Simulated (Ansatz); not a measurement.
## GaH₅S: nudged elastic band (part 2 of 2)

The same run, continued: GaH₅S; RKS BHLYP-D4/def2-SVP (Ansatz 0.2.0). It belongs to a series of runs on one base structure; here: band between the two ends.

Geometry of the input (Å):
```
Ga -0.0422  0.1187  -0.0210
H  -0.5547  0.5511  1.4010
H  1.4823  0.2774  -0.3581
H  -1.0823  -0.0346  -1.1865
S  0.1010  -2.5055  0.5051
H  -1.1171  -2.6489  1.0480
H  0.7137  -2.4232  1.6954
```

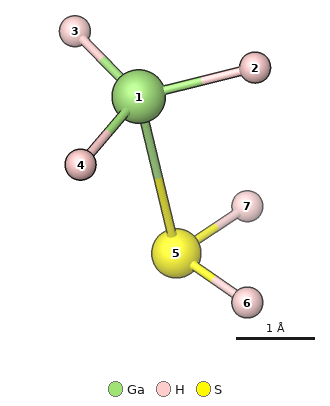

Figure 1. The structure as given in the input (ball-and-stick view, seen at an oblique angle; atoms are numbered from 1 in the order of the input). Sticks mark near contacts.

### What the program printed, continued
```
NEB iter  51: max|band force component| = 3.852e-2 eV/Å  barrier→ = 0.9494 eV  barrier← = 1.2703 eV  CI = image 4  Δτ_max = 0.0180 Å  (202 SCF iters)
NEB iter  52: max|band force component| = 6.538e-2 eV/Å  barrier→ = 0.9487 eV  barrier← = 1.2696 eV  CI = image 4  Δτ_max = 0.0217 Å  (205 SCF iters)
NEB iter  53: max|band force component| = 1.472e-1 eV/Å  barrier→ = 0.9484 eV  barrier← = 1.2692 eV  CI = image 4  Δτ_max = 0.0019 Å  (206 SCF iters)
NEB iter  54: max|band force component| = 4.185e-2 eV/Å  barrier→ = 0.9482 eV  barrier← = 1.2691 eV  CI = image 4  Δτ_max = 0.0024 Å  (165 SCF iters)
NEB iter  55: max|band force component| = 1.071e-1 eV/Å  barrier→ = 0.9483 eV  barrier← = 1.2691 eV  CI = image 4  Δτ_max = 0.0004 Å  (172 SCF iters)
NEB iter  56: max|band force component| = 8.249e-2 eV/Å  barrier→ = 0.9482 eV  barrier← = 1.2691 eV  CI = image 4  Δτ_max = 0.0006 Å  (151 SCF iters)
NEB iter  57: max|band force component| = 4.582e-2 eV/Å  barrier→ = 0.9482 eV  barrier← = 1.2691 eV  CI = image 4  Δτ_max = 0.0008 Å  (155 SCF iters)
the calculation of the forces begins
reference -63283.62447071 eV, -2325.6303041172 hartree; 26, 26 occupied and 49, 49 virtual orbitals, 789 factors
789 factors; integrals over basis functions are off by at most 1.1e-3 eV
mean field evaluation 2912: about -63282.3580 eV, gradient 4.5e-5 eV
mean field -63282.35798625 eV, -2325.5837616718 hartree, gradient 2.4e-5 eV, S^2 0.000000; 1 other end points of the search recorded, 0 dependent functions left out
the calculation of the forces begins
reference -63282.35814218 eV, -2325.5837674020 hartree; 26, 26 occupied and 49, 49 virtual orbitals, 789 factors
NEB iter  58: max|band force component| = 2.091e-2 eV/Å  barrier→ = 0.9482 eV  barrier← = 1.2691 eV  CI = image 4  Δτ_max = 0.0000 Å  (367 SCF iters)
```

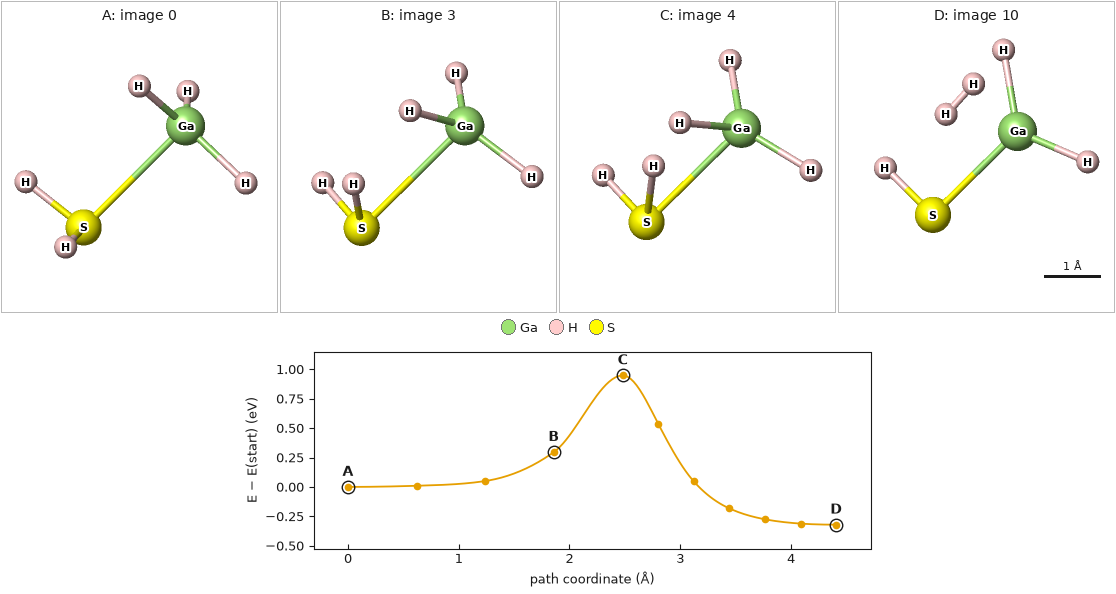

Figure 2. Images of the last band (counted from 0; ball-and-stick, seen at a tilt) above the energy along the path; the line is a cubic interpolation that uses the forces. The highest image is number 4, 0.948 eV above the start and 1.269 eV above the end (the climbing image); the end lies 0.321 eV below the start. The path is 4.41 Å long. The band converged in 58 iterations.

```
Total energy: -63282.52923141 eV, -2325.5900548155 hartree
Atom 0 at     0.101646    -0.227792    -0.104798 Å, force    -0.004489     0.012127     0.004733 eV/Å
Atom 1 at    -0.107655    -0.083542     1.609888 Å, force    -0.002051     0.004619    -0.003594 eV/Å
Atom 2 at     1.535137     0.235512    -0.461565 Å, force    -0.001772    -0.001905     0.003605 eV/Å
Atom 3 at    -1.273455    -0.035367    -0.792010 Å, force     0.001475     0.005468    -0.006784 eV/Å
Atom 4 at     0.268859    -2.568135     0.704707 Å, force     0.006482    -0.009777     0.000891 eV/Å
Atom 5 at    -1.045015    -2.819241     0.599082 Å, force    -0.002916    -0.000457     0.010003 eV/Å
Atom 6 at     0.021083    -1.166336     1.528496 Å, force     0.003272    -0.010076    -0.008856 eV/Å
Dipole moment:    -0.198346     0.033336     0.013512 e Å
this run last wrote the band of iteration 58 to [file]
```

### The last band as extended XYZ (Å, eV, eV/Å)
```
7
Properties=species:S:1:pos:R:3:forces:R:3 image=0 energy=-63283.47727
Ga   -0.0422    0.1187   -0.0210   -0.0008   0.0024   0.0010
H    -0.5547    0.5511    1.4010    0.0001   0.0002  -0.0013
H     1.4823    0.2774   -0.3581    0.0003   0.0001   0.0006
H    -1.0823   -0.0346   -1.1865   -0.0001   0.0004  -0.0008
S     0.1010   -2.5055    0.5051    0.0000  -0.0029  -0.0012
H    -1.1171   -2.6489    1.0480   -0.0018  -0.0002   0.0008
H     0.7137   -2.4232    1.6954    0.0022   0.0000   0.0009
7
Properties=species:S:1:pos:R:3:forces:R:3 image=1 energy=-63283.46739
Ga   -0.0070    0.1166   -0.0215    0.0002   0.0034   0.0014
H    -0.3541    0.5617    1.4459   -0.0092   0.0177  -0.0045
H     1.4637    0.2857   -0.5383    0.0011   0.0065   0.0028
H    -1.1770   -0.0629   -1.0529    0.0042  -0.0147  -0.0017
S     0.2285   -2.4946    0.5964   -0.0029   0.0012  -0.0064
H    -1.0746   -2.7741    0.7455   -0.0078   0.0162   0.0056
H     0.4210   -2.2973    1.9087    0.0144  -0.0302   0.0028
7
Properties=species:S:1:pos:R:3:forces:R:3 image=2 energy=-63283.42732
Ga    0.0512    0.0819   -0.0212   -0.0035   0.0273   0.0004
H    -0.1461    0.4899    1.4862   -0.0097   0.0873  -0.0175
H     1.4659    0.2623   -0.6674   -0.0073   0.0006  -0.0252
H    -1.2277   -0.0860   -0.9145    0.0132  -0.0023  -0.0233
S     0.2926   -2.5041    0.7241   -0.0055   0.0212  -0.0177
H    -0.9816   -2.8698    0.5211   -0.0038   0.0092  -0.0115
H     0.0464   -2.0391    1.9554    0.0165  -0.1433   0.0948
7
Properties=species:S:1:pos:R:3:forces:R:3 image=3 energy=-63283.18068
Ga    0.0710   -0.0068   -0.0259   -0.0337   0.2534   0.0918
H    -0.1371    0.2119    1.5348   -0.0296   0.3211  -0.0790
H     1.5129    0.2393   -0.5660   -0.0154  -0.0096  -0.1064
H    -1.2360   -0.0774   -0.8788    0.0497  -0.0133  -0.0980
S     0.2757   -2.5827    0.7570   -0.0107  -0.0228   0.0325
H    -1.0297   -2.8441    0.5958   -0.0099  -0.0150   0.0039
H     0.0438   -1.6051    1.6668    0.0496  -0.5138   0.1552
7
Properties=species:S:1:pos:R:3:forces:R:3 image=4 energy=-63282.52907
Ga    0.1016   -0.2278   -0.1048   -0.0045   0.0121   0.0047
H    -0.1077   -0.0835    1.6099   -0.0021   0.0046  -0.0036
H     1.5351    0.2355   -0.4616   -0.0018  -0.0019   0.0036
H    -1.2735   -0.0354   -0.7920    0.0015   0.0055  -0.0068
S     0.2689   -2.5681    0.7047    0.0065  -0.0098   0.0009
H    -1.0450   -2.8192    0.5991   -0.0029  -0.0005   0.0100
H     0.0211   -1.1663    1.5285    0.0033  -0.0101  -0.0089
7
Properties=species:S:1:pos:R:3:forces:R:3 image=5 energy=-63282.93997
Ga    0.1242   -0.3712   -0.1783    0.1226  -0.8758  -0.4678
H    -0.1087   -0.1254    1.6846   -0.0236  -0.2065   0.4207
H     1.5261    0.2457   -0.4296   -0.0704   0.0442   0.1423
H    -1.2697   -0.0099   -0.7594    0.0165   0.0898   0.1389
S     0.2798   -2.6183    0.5783    0.0943  -0.2896  -0.6855
H    -1.0470   -2.8220    0.5794    0.0118  -0.0237  -0.0297
H    -0.0042   -0.9638    1.6088   -0.1512   1.2616   0.4812
7
Properties=species:S:1:pos:R:3:forces:R:3 image=6 energy=-63283.42878
Ga    0.1414   -0.5037   -0.2605    0.0586  -0.4643  -0.2956
H    -0.1003   -0.0677    1.7888   -0.0533   0.2436   0.3203
H     1.5095    0.2229   -0.4228   -0.0623  -0.0488   0.0512
H    -1.2575    0.0182   -0.7081    0.0469   0.0053   0.0863
S     0.2716   -2.6797    0.4112    0.0363  -0.1910  -0.5092
H    -1.0564   -2.8233    0.5521    0.0326  -0.0441  -0.0576
H    -0.0076   -0.8316    1.7230   -0.0588   0.4993   0.4046
7
Properties=species:S:1:pos:R:3:forces:R:3 image=7 energy=-63283.65861
Ga    0.1432   -0.5780   -0.3201    0.0090  -0.1146  -0.0910
H    -0.0802    0.0340    1.9060   -0.0194   0.1462   0.1508
H     1.5017    0.1715   -0.4483   -0.0126  -0.0624  -0.0236
H    -1.2546    0.0221   -0.6585    0.0156  -0.0200   0.0308
S     0.2545   -2.7360    0.2602    0.0085  -0.0803  -0.1908
H    -1.0648   -2.8586    0.4753    0.0129  -0.0556  -0.0799
H     0.0008   -0.7199    1.8692   -0.0141   0.1867   0.2037
7
Properties=species:S:1:pos:R:3:forces:R:3 image=8 energy=-63283.75201
Ga    0.1335   -0.6206   -0.3514   -0.0015  -0.0274  -0.0254
H    -0.0463    0.1453    2.0105   -0.0019   0.0684   0.0661
H     1.4999    0.1079   -0.4993    0.0013  -0.0337  -0.0271
H    -1.2643    0.0179   -0.6006   -0.0014  -0.0141   0.0095
S     0.2377   -2.7805    0.1556    0.0065  -0.0216  -0.0475
H    -1.0820   -2.9275    0.3465   -0.0061  -0.0386  -0.0652
H     0.0221   -0.6074    2.0224    0.0031   0.0669   0.0897
7
Properties=species:S:1:pos:R:3:forces:R:3 image=9 energy=-63283.78894
Ga    0.1138   -0.6574   -0.3700   -0.0013  -0.0077  -0.0070
H     0.0311    0.2576    2.1058   -0.0028   0.0134   0.0221
H     1.4854    0.0584   -0.5252    0.0006  -0.0126  -0.0127
H    -1.2858   -0.0077   -0.5722   -0.0007  -0.0033   0.0031
S     0.2146   -2.8199    0.0921    0.0005  -0.0067  -0.0107
H    -1.1111   -3.0013    0.1849   -0.0023  -0.0157  -0.0278
H     0.0527   -0.4946    2.1685    0.0061   0.0327   0.0330
7
Properties=species:S:1:pos:R:3:forces:R:3 image=10 energy=-63283.79814
Ga    0.0989   -0.6988   -0.3869   -0.0016   0.0006  -0.0051
H     0.0453    0.3668    2.1810    0.0034  -0.0188   0.0054
H     1.4775    0.0022   -0.5448    0.0002   0.0009   0.0031
H    -1.2971   -0.0278   -0.5356   -0.0010  -0.0003  -0.0003
S     0.1882   -2.8714    0.0048   -0.0027  -0.0038   0.0016
H    -1.1385   -3.0656    0.0437    0.0030   0.0012  -0.0009
H     0.1262   -0.3703    2.3216   -0.0012   0.0201  -0.0039
```

### Results in brief

- outcome: converged
- barrier, forward: 0.948 eV
- barrier, backward: 1.269 eV
- wall time: 31 min
- peak memory: 0.19 GiB

### Notes

The order of the saddle point was not checked.
